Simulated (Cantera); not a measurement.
Charge: 1 mol MgCO3, a varied amount of C, 0.26 mol H2O, equilibrated at 525 °C and 6800 Pa.

Equilibrium computed with Cantera from the NASA thermochemical tables; the gas is ideal and each condensed phase is pure. Candidate condensed phases: C, C6H6, C7H8, C8H18, H2O, Mg, MgCO3, MgO, Mg(OH)2; 116 gas species. Kinetics and transport are ignored.

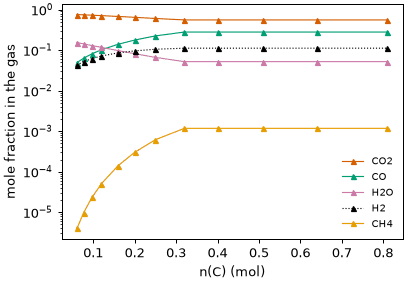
*Equilibrium gas composition (values under 1e-9 drawn at 1e-9)*

**Question.** Read off the mole fractions at 0.32 mol C.

**Answer.** CO2 about 0.56, CO about 0.28, H2 about 0.11, H2O about 0.052, CH4 about 0.0012.
